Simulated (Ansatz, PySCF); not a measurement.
Torsion H3–Si1–Si2–H4 in H4Si2 (SMILES [SiH][SiH3]); at each angle all else is relaxed with GFN2-xTB, and the levels are single points there.
Geometry at 80° (charge 0, multiplicity 1):
| atom | x (Å) | y (Å) | z (Å) |
|---|---|---|---|
| Si | 1.5276 | -0.8970 | -0.1160 |
| Si | -0.5483 | 0.0402 | 0.0775 |
| H | 2.4343 | 0.2961 | -0.0617 |
| H | -0.9478 | 0.5684 | -1.2402 |
| H | -0.9514 | 1.1063 | 1.0099 |
| H | -1.4905 | -1.0561 | 0.3670 |
Energies count from the point at 80°.

Cores are frozen in the correlated methods. CBS: X⁻³ extrapolation of the correlation energy, Hartree–Fock from the larger set. Rows in 3-21G, 6-31G* carry no dispersion term and start afresh at each structure (6-31G* with six Cartesian d functions).

Run with Ansatz (Gaussian orbitals); PySCF for 3-21G rows, 6-31G* rows. Each number belongs to the level named beside it.

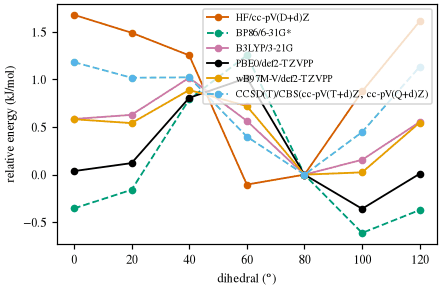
Relative energy along the coordinate

Problem. Read off the PBE0/def2-TZVPP curve at dihedral = 100.

Solution. about -0.36 kJ/mol

Ansatz is a first-principles code.
